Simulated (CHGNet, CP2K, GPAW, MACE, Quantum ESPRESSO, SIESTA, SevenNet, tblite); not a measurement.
# GPAW runs on random cubic perovskite-type alloy of BaTiO3 and PbTiO3 (40 atoms), part 2 of 2

How do the settings of GPAW change the result for random cubic perovskite-type alloy of BaTiO3 and PbTiO3 (40 atoms)? A plane-wave run serves as the yardstick.

Program: GPAW 26.7.0; the method stands at each step. Banners, paths, timers and routine set-up lines are dropped from the logs unmarked, and long logs keep their key lines alone; longer cuts are marked.

So far. Step 3 (PBE, grid h 0.2 Å): Against the first run (7.8 %), the force difference from the reference is 4.7 %, at 0.53 times the CPU time (21 SCF steps against 14). Step 4 (RPBE, LCAO dzp, h 0.18 Å): Against the first run (7.8 %), the force difference from the reference is 9.6 %, at 1.1 times the CPU time; the model has changed, so this is no error of the program alone.

## 5. PBE, LCAO dzp, h 0.18 Å, other mixer settings

Method: Kohn-Sham DFT, PBE, PAW, atomic orbitals (dzp).

Contents of run.py:

```python
import numpy as np
from ase.io import read
from gpaw import GPAW, FermiDirac, Mixer

atoms = read("structure.xyz")
atoms.calc = GPAW(
    mode="lcao",
    basis="dzp",
    h=0.18,
    xc="PBE",
    kpts={"size": (1, 1, 1), "gamma": True},
    occupations=FermiDirac(0.05),
    mixer=Mixer(0.1, 5, 50),
    maxiter=200,
    symmetry={"point_group": False},
    txt="gpaw.txt",
)
energy = atoms.get_potential_energy(force_consistent=True)
forces = atoms.get_forces()
print(f"energy {energy:.6f} eV")
print("forces (eV/A)")
for i, (a, f) in enumerate(zip(atoms, forces)):
    print(f"{i:4d} {a.symbol:2s} {f[0]:10.5f} {f[1]:10.5f} {f[2]:10.5f}")
print(f"Fermi level {atoms.calc.get_fermi_level():.4f} eV")
for k in range(len(atoms.calc.get_ibz_k_points())):
    for s in range(atoms.calc.get_number_of_spins()):
        e = atoms.calc.get_eigenvalues(kpt=k, spin=s)
        n = np.searchsorted(e, atoms.calc.get_fermi_level())
        print(f"k {k} spin {s} levels about the Fermi level:", np.round(e[max(n - 6, 0):n], 4).tolist(), "|", np.round(e[n:n + 6], 4).tolist())
```

Contents of structure.xyz:

```xyz
40
Lattice="7.98500 0.00000 0.00000 0.00000 7.98500 0.00000 0.00000 0.00000 7.98500" Properties=species:S:1:pos:R:3 pbc="T T T"
[... 40 atom lines left out: the same atoms as in the first run ...]
```

The run is started by

```
OMP_NUM_THREADS=1 python run.py > output.txt
```

The program printed:

```text
energy -289.809510 eV
forces (eV/A)
   0 Pb    0.57414    0.15302   -0.35566
   1 Ti    0.87259   -3.06026    0.79715
   2 O    -0.63756    0.54308   -0.30511
   3 O    -0.77248    0.51472   -0.37003
   4 O    -0.61876    0.25352    0.08566
   5 Ba    1.87242    0.59948   -0.19588
   6 Ti   -0.59372   -0.05877   -1.23836
   7 O     0.19000   -0.01526   -0.32953
   8 O    -0.07942   -0.47369    0.25190
   9 O     0.20274    2.25835    0.15377
  10 Ba   -0.81918   -0.86970    0.07680
  11 Ti    0.98664    0.72161    0.52441
[...]
35 Ba   -0.86859   -0.62604    0.70334
  36 Ti   -1.69270   -0.37714    1.73004
  37 O    -0.18920    0.51135   -1.34282
  38 O     2.54932   -0.54910   -0.28322
  39 O    -0.03243    1.16879   -0.49093
Fermi level 8.3746 eV
k 0 spin 0 levels about the Fermi level: [7.4275, 7.4641, 7.6331, 7.724, 7.7981, 7.856] | [8.8883, 8.9697, 9.0213, 9.2431, 9.271, 9.3024]
```

gpaw.txt:

```text
Input parameters:
  mode=LCAO(),
  basis={'default': 'dzp'},
  h=0.18,
  kpts=MonkhorstPack(size=(1, 1, 1), gamma=True),
  maxiter=200,
  mixer=Pulay(name='pulay', nmaxold=5, beta=0.1, weight=50, sigma=0.015, g_ss=None),
  occupations=Occupations(name='fermi-dirac', width=0.05, fixmagmom=False),
[... lines left out ...]
  Fermi-Dirac:
[... lines left out ...]
convergence criteria:
- Maximum [total energy] change in last 3 cyles: 0.0005 eV / valence electron
[... lines left out ...]
Converged in 16 steps
[... lines left out ...]
  Free energy:    -289.809510
[... lines left out ...]
Fermi level: 8.375
[... lines left out ...]
|          0 |       -50.047 |     2.000 |
|        ... |               |           |
|        156 |         7.343 |     2.000 |
|        157 |         7.384 |     2.000 |
[...]
|        171 |        10.532 |     0.000 |
|        ... |               |           |
|        200 |        13.001 |     0.000 |
Gap: 1.032 eV
Transition (v -> c):
  (s=0, k=0, n=163, [0.00, 0.00, 0.00]) -> (s=0, k=0, n=164, [0.00, 0.00, 0.00])
No difference between direct/indirect transitions
Force computation time: 58.919  # s
timing:  # [seconds]
  Total:  429.144  # ━━━━━━━━━━━━━━━━━━━━━━━━━━━━━━━━━━━━━━━━━━━━━━━━━━━━━━━━
  Init:     9.744  # ━╸
  SCF:    360.440  # ━━━━━━━━━━━━━━━━━━━━━━━━━━━━━━━━━━━━━━━━━━━━━━━
  Forces:  58.919  # ━━━━━━━╸
```

Run time: 7.2 min. Hardware: 1 thread of Arm Neoverse V2, shared host; peak memory 1.2 GiB.

Against the reference:

| Quantity | Value |
| --- | --- |
| r.m.s. force component | 0.9385 eV/Å |
| r.m.s. difference of force components | 70.56 meV/Å |
| longest difference of force vectors | 285.7 meV/Å |
| force difference over r.m.s. force | 7.835 % |
| slope of forces against the reference's | 1.04 |
| correlation of force components | 0.9979 |
| gap (highest filled to lowest empty level) | 1.032 eV |
| gap difference | -0.089 eV |
| energy less the same-level run's | 0.0002 meV/atom |
| r.m.s. force difference from the same-level run | 1.781 meV/Å |

Against the first run (7.8 %), the force difference from the reference is 7.8 %, at 1.1 times the CPU time: another solver or mixer reaches the same state.

## 6. All runs compared

Differences are against the plane-wave reference, forces as r.m.s. over components; share is that over the reference's r.m.s. force, slope the least-squares factor from reference forces to these. Total energies of different programs have different zeros and aren't compared.

| run | Δ force, r.m.s. (meV/Å) | share (%) | slope | Δ gap (eV) | cores | CPU time | memory (GiB) |
| --- | --- | --- | --- | --- | --- | --- | --- |
| reference | - | - | - | - | 4 | 6.6 min | 1.7 |
| GPAW PBE, LCAO dzp, h 0.18 Å | 70.4 | 7.82 | 1.040 | -0.0913 | 1 | 6.4 min | 1.2 |
| GPAW PBE, grid h 0.2 Å | 42.2 | 4.68 | 1.010 | 0.0174 | 1 | 3.4 min | 0.83 |
| GPAW RPBE, LCAO dzp, h 0.18 Å | 86.9 | 9.65 | 1.048 | -0.0742 | 1 | 7.3 min | 1.2 |
| GPAW PBE, LCAO dzp, h 0.18 Å, other mixer settings | 70.6 | 7.84 | 1.040 | -0.089 | 1 | 7.2 min | 1.2 |

CPU time is summed over cores on a shared host, where runs went side by side, so it is rough. Symmetry, cutoffs, thresholds, outputs and thread counts weren't matched or tuned between programs; memory under MPI is the largest rank's times the ranks.

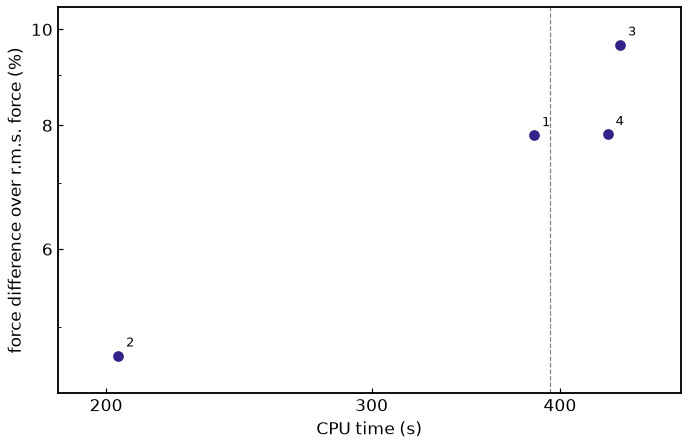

Force difference against CPU time; the dashed line marks the reference's time. Points: 1 GPAW PBE, LCAO dzp, h 0.18 Å; 2 GPAW PBE, grid h 0.2 Å; 3 GPAW RPBE, LCAO dzp, h 0.18 Å; 4 GPAW PBE, LCAO dzp, h 0.18 Å, other mixer settings.

Within one program, basis, potentials and functional, energies share a zero. Each run against its twin at the usual cutoff or grid and solver:

| run | twin | Δ energy (meV/atom) | Δ force, r.m.s. (meV/Å) | CPU time over the twin's |
| --- | --- | --- | --- | --- |
| GPAW PBE, LCAO dzp, h 0.18 Å, other mixer settings | LCAO dzp, h 0.18 Å | 2.0e-4 | 1.78 | 1.1 |

Further runs of this program without a result: GPAW PBE, LCAO sz(dzp), h 0.18 Å (cut off at its time limit).

## 7. Results

* nearest in forces: GPAW PBE, grid h 0.2 Å, 4.7 %
* its CPU time: 3.4 min

PBE on plane waves or a grid with other potentials, cutoffs or grids differs from the reference by 4.7 % (GPAW PBE, grid h 0.2 Å) of the r.m.s. force; this holds the reference's own error, so differences of a few per cent don't tell which side is nearer the exact PBE result. The PBE runs in local orbitals differ by 7.8 % in each run; basis, grid and potentials can all enter. Rows with another functional or a dispersion term differ by 9.6 % (GPAW RPBE, LCAO dzp, h 0.18 Å), which mixes the change of model with differences of basis and potentials. None of the electronic-structure runs in the table takes under half the reference's CPU time of 6.6 min; they take 0.52 to 1.1 times as much. At the same functional, gaps differ from the reference's 1.12 eV by between -0.09 and +0.02 eV. These are spacings on the run's k-points, which needn't hold the band edges. The host structure and its lattice constant were typed by rule, without a check against the phase diagram. The reference's pressure of 5.5 GPa belongs to a cell and atoms that aren't relaxed at this level. The electronic-structure runs sample only Γ, in a cell whose shortest periodic width is 8 Å. Spin–orbit coupling is left out, which matters for the levels of the heavy elements.

[Also dropped from logs without a mark: logging warnings of Python, and SIESTA's first energy breakdown and zero terms.]

[Logs are printed without paths, hosts, clocks, repeated set-up lines and the standing remarks that a program may print on its own settings, such as how far it seeks lower states.]

[Hosts, paths, dates, database ids (printed as entryN), source tags and the programs' standing remarks are cut or masked in the printed files.]
